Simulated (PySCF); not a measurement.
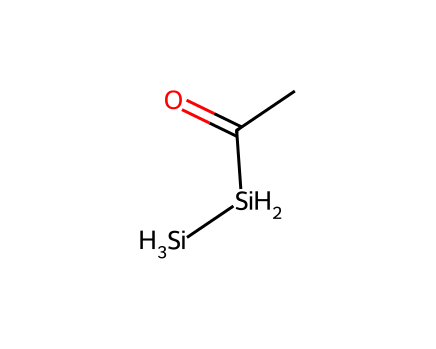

Write the SMILES.

CC(=O)[SiH2][SiH3]

What is the molecular formula?

C2H8OSi2.

An optimisation with GFN2-xTB gave a structure of which point group?

C1. Other conformers may differ.

The parts below concern this one geometry. Atoms keep their numbers from picture to picture. The computed structure is the end point of a GFN2-xTB optimisation. No frequency run is at hand to confirm it as a minimum.

## Shape

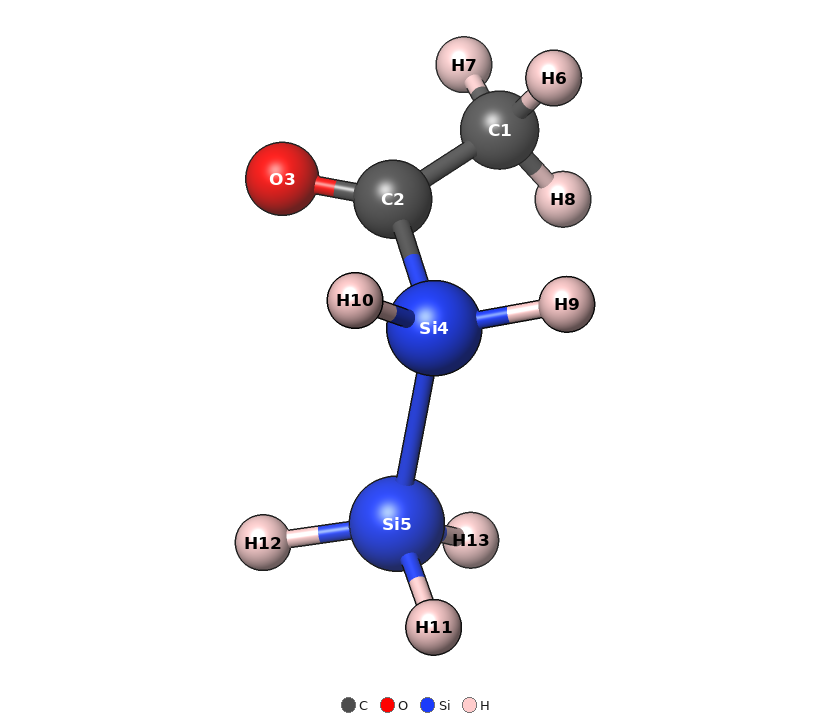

The atoms are numbered. No frequency run is at hand to confirm it as a minimum.

Give the bond lengths.

```json
{"bond": "C1–C2", "length (Å)": "1.505", "order": "single"}
{"bond": "C1–H6", "length (Å)": "1.088", "order": "single"}
{"bond": "C1–H7", "length (Å)": "1.088", "order": "single"}
{"bond": "C1–H8", "length (Å)": "1.088", "order": "single"}
{"bond": "C2–O3", "length (Å)": "1.211", "order": "double"}
{"bond": "C2–Si4", "length (Å)": "1.923", "order": "single"}
{"bond": "Si4–Si5", "length (Å)": "2.313", "order": "single"}
{"bond": "Si4–H9", "length (Å)": "1.472", "order": "single"}
{"bond": "Si4–H10", "length (Å)": "1.465", "order": "single"}
{"bond": "Si5–H11", "length (Å)": "1.465", "order": "single"}
{"bond": "Si5–H12", "length (Å)": "1.462", "order": "single"}
{"bond": "Si5–H13", "length (Å)": "1.468", "order": "single"}
```

## Dipole moment

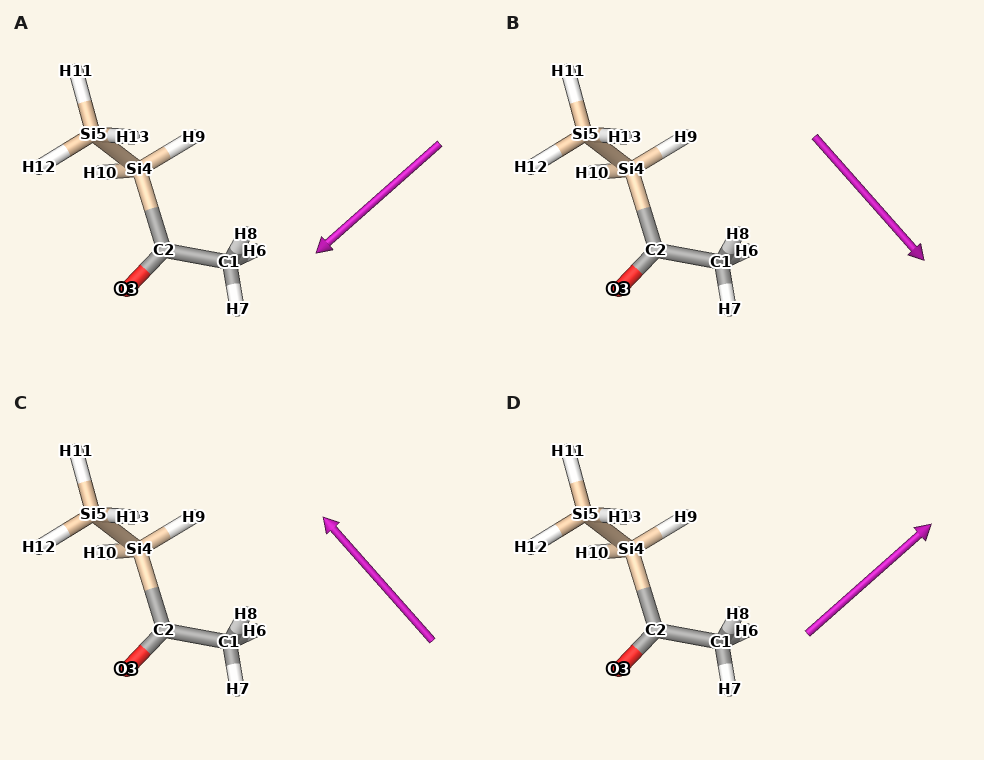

The same molecule four times, each with an arrow. No frequency run is at hand to confirm it as a minimum. Method: PBE0/def2-SVPD, gas phase (PySCF 2.14.0).

Which arrow points along the dipole moment, from the negative to the positive end?

D. The dipole moment is 2.53 D; it points from the side of O3 to the side of H9 (the outermost atoms at the two ends).

## NMR shielding

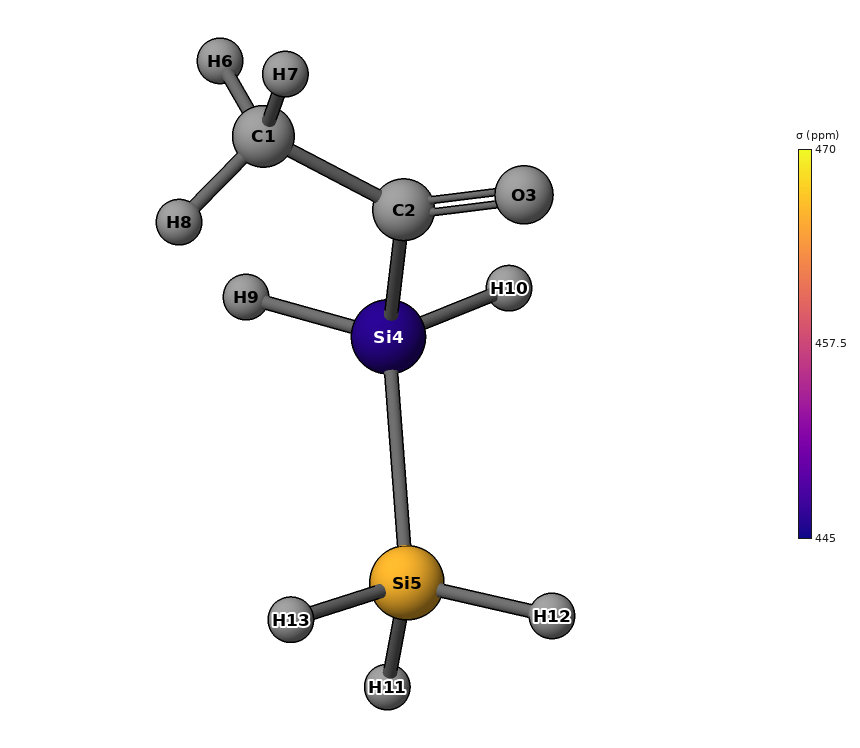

Atoms are coloured by their isotropic NMR shieldings (Si only, the others grey). No frequency run is at hand to confirm it as a minimum. Method: GIAO PBE0/pcSseg-1 NMR shielding, non-relativistic, gas phase (PySCF 2.14.0).

Give the isotropic NMR shieldings of the Si atoms atom by atom.

```csv
atom,σ (ppm)
Si4,446.2
Si5,466.1
```

## Electronic properties

No frequency run is at hand to confirm it as a minimum. Properties computed with PBE0/def2-SVPD, gas phase (PySCF 2.14.0). Excitations: vertical, linear response.

Estimate the LUMO energy (Kohn–Sham orbital).

−1.34 eV.

Estimate the lowest vertical singlet excitation.

3.49 eV.

What is the brightest of the 6 lowest singlets?

6.58 eV.

Estimate the HOMO energy (Kohn–Sham orbital).

−6.91 eV.

The geometry is semi-empirical. Around Si such bond lengths and angles can be off by a tenth of an ångström or more and by several degrees, and values that hang on the shape move with them.
